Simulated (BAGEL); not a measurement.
**BGeH4Cl (SMILES Cl[BH][GeH3]): levels of theory compared**

We compute a comparison of 3 runs (B3LYP/def2-SVP, PBE0/def2-SVP, RI-MP2/def2-SVP) of BGeH4Cl. 

The results are computed with BAGEL 1.2.2.

1 further run of the same task is left out (it didn't finish). Runs told in other sessions of the task aren't counted.

## (1) The system as given

BGeH4Cl: 7 atoms, total charge 0, spin state singlet. As SMILES, `Cl[BH][GeH3]`. The coordinates come from a PBE0-D4/def2-TZVP relaxation.

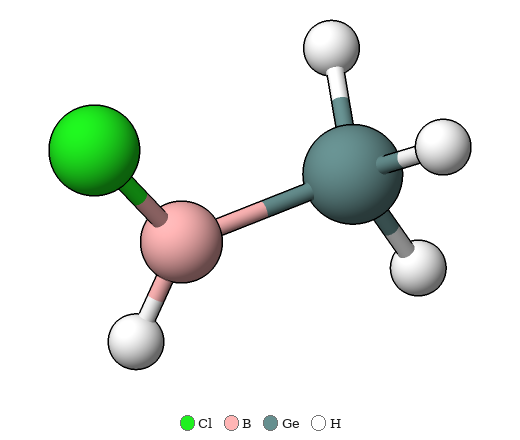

Viewed from a chosen angle; chlorine green, boron pink, germanium teal, hydrogen white.

## (2) A single-point energy at B3LYP/def2-SVP (density fitting with qzvpp-jkfit) (run 1)

Contents of calc.json:

```json
{ "bagel": [

{
  "title": "molecule",
  "basis": "svp",
  "df_basis": "qzvpp-jkfit",
  "angstrom": true,
  "geometry": [
    { "atom": "Cl", "xyz": [      -1.976000,      -1.523900,       0.066800 ] },
    { "atom": "B", "xyz": [      -0.280900,      -1.157900,       0.180500 ] },
    { "atom": "Ge", "xyz": [       0.359600,       0.783200,      -0.117500 ] },
    { "atom": "H", "xyz": [       0.439400,      -2.075400,       0.430000 ] },
    { "atom": "H", "xyz": [      -0.028000,       1.247000,      -1.533300 ] },
    { "atom": "H", "xyz": [      -0.333800,       1.724000,       0.884000 ] },
    { "atom": "H", "xyz": [       1.881000,       0.935000,       0.043800 ] }
  ]
},

{ "title": "ks", "xc_func": "b3lyp" },

{ "title": "print", "file": "orbitals.molden", "orbitals": true }

]}
```

Launch:

```console
$ BAGEL_NUM_THREADS=1 BAGEL calc.json > calc.out
```

Output:

```text
* using 1 threads per process

  ===============================================================
  ===============================================================

  *** Geometry ***

[... 20 lines left out ...]
    * Removing 11630 points whose weight is below 1.00e-10
[... 2 lines left out ...]
  === Nuclear Repulsion ===
   209.5720830607

       - DIIS with orbital gradients will be used.

  === KS iteration (b3lyp / svp) ===
      0      -2480.17041700          0.10568311           0.34
      1      -2197.69541844          0.15545660           0.32
      2      -2260.68461193          0.11252307           0.32
[... 22 lines of this table left out ...]
     25      -2564.10542936          0.00000000           0.32
    * SCF iteration converged.

    * Permanent dipole moment:
           (   -0.046568,     0.123707,    -0.028970) a.u.

    * METHOD: KS                                   8.73

    * METHOD: PRINT                                0.01

  ===============================================================
```

Wall time 9.3 s (1 thread of Arm Neoverse V2, shared host); peak memory 0.41 GiB.

## (3) A single-point energy at PBE0/def2-SVP (density fitting with qzvpp-jkfit) (run 2)

Contents of input.json:

```json
{ "bagel": [

{
  "title": "molecule",
  "basis": "svp",
  "df_basis": "qzvpp-jkfit",
  "angstrom": true,
  "geometry": [
    { "atom": "Cl", "xyz": [      -1.976000,      -1.523900,       0.066800 ] },
    { "atom": "B", "xyz": [      -0.280900,      -1.157900,       0.180500 ] },
    { "atom": "Ge", "xyz": [       0.359600,       0.783200,      -0.117500 ] },
    { "atom": "H", "xyz": [       0.439400,      -2.075400,       0.430000 ] },
    { "atom": "H", "xyz": [      -0.028000,       1.247000,      -1.533300 ] },
    { "atom": "H", "xyz": [      -0.333800,       1.724000,       0.884000 ] },
    { "atom": "H", "xyz": [       1.881000,       0.935000,       0.043800 ] }
  ]
},

{ "title": "ks", "xc_func": "pbe0" },

{ "title": "print", "file": "orbitals.molden", "orbitals": true }

]}
```

Launch:

```console
$ BAGEL_NUM_THREADS=1 BAGEL input.json > input.out
```

Output:

```text
* using 1 threads per process

  ===============================================================
  ===============================================================

  *** Geometry ***

[... 20 lines left out ...]
    * Removing 11630 points whose weight is below 1.00e-10
[... 2 lines left out ...]
  === Nuclear Repulsion ===
   209.5720830607

       - DIIS with orbital gradients will be used.

  === KS iteration (pbe0 / svp) ===
      0      -2479.78019329          0.10561146           0.33
      1      -2198.07993877          0.15691647           0.32
      2      -2260.40908622          0.11317890           0.31
[... 22 lines of this table left out ...]
     25      -2563.58671092          0.00000000           0.32
    * SCF iteration converged.

    * Permanent dipole moment:
           (   -0.083666,     0.100896,    -0.028571) a.u.

    * METHOD: KS                                   8.65

    * METHOD: PRINT                                0.01

  ===============================================================
```

Wall time 9.3 s (1 thread of Arm Neoverse V2, shared host); peak memory 0.41 GiB.

## (4) The energy at RI-MP2/def2-SVP (density fitting with qzvpp-jkfit) (run 3)

Contents of input.json:

```json
{ "bagel" : [

{
  "title" : "molecule",
  "basis" : "svp",
  "df_basis" : "qzvpp-jkfit",
  "angstrom" : true,
  "geometry" : [
    { "atom" : "Cl", "xyz" : [      -1.976000,      -1.523900,       0.066800 ] },
    { "atom" : "B", "xyz" : [      -0.280900,      -1.157900,       0.180500 ] },
    { "atom" : "Ge", "xyz" : [       0.359600,       0.783200,      -0.117500 ] },
    { "atom" : "H", "xyz" : [       0.439400,      -2.075400,       0.430000 ] },
    { "atom" : "H", "xyz" : [      -0.028000,       1.247000,      -1.533300 ] },
    { "atom" : "H", "xyz" : [      -0.333800,       1.724000,       0.884000 ] },
    { "atom" : "H", "xyz" : [       1.881000,       0.935000,       0.043800 ] }
  ]
},

{ "title" : "hf" },

{ "title" : "mp2", "ncore" : 15 }

]}
```

Launch:

```console
$ BAGEL_NUM_THREADS=1 BAGEL input.json > input.out
```

Output:

```text
* using 1 threads per process

  ===============================================================
  ===============================================================

  *** Geometry ***

[... 31 lines left out ...]
    * SCF iteration converged.
[... 1 line left out ...]
    * Permanent dipole moment:
[... 2 lines left out ...]
    * METHOD: HF                                   1.22

  *** RHF ***

  === Nuclear Repulsion ===
   209.5720830607

      * DIIS with orbital gradients will be used.

  === RHF iteration (svp) ===
      0      -2561.46426259          0.00000000           0.08
    * SCF iteration converged.

    * Permanent dipole moment:
           (   -0.232914,     0.108597,    -0.047276) a.u.

  === DF-MP2 calculation ===

    * freezing 15 orbitals
    * 3-index integral transformation done
    * assembly done

      MP2 correlation energy:   -0.4532314836      0.04

      MP2 total energy:       -2561.9174940721

    * METHOD: MP2                                  0.20

  ===============================================================
```

Wall time 1.8 s (1 thread of Arm Neoverse V2, shared host); peak memory 0.14 GiB.

## (5) Overview of the runs

```tsv
run	level	frozen core orbitals	energy (Eh)	dipole moment (D)	HOMO energy (eV)	LUMO energy (eV)	wall time
1	B3LYP/def2-SVP (density fitting with qzvpp-jkfit)	–	-2564.105429	0.34	-7.61	-2.25	9.3 s
2	PBE0/def2-SVP (density fitting with qzvpp-jkfit)	–	-2563.586711	0.34	-7.87	-2.14	9.3 s
3	RI-MP2/def2-SVP (density fitting with qzvpp-jkfit)	15	-2561.917494	–	–	–	1.8 s
```

## (6) What came out

| quantity | value |
| --- | --- |
| run 3: total energy | -2561.91749 Eh |
| run 3: correlation energy (15 core orbitals frozen) | -453.2 mEh |

In words: Totals of different functionals can't be ranked against each other. All runs together took 20 s, the longest 9.3 s.
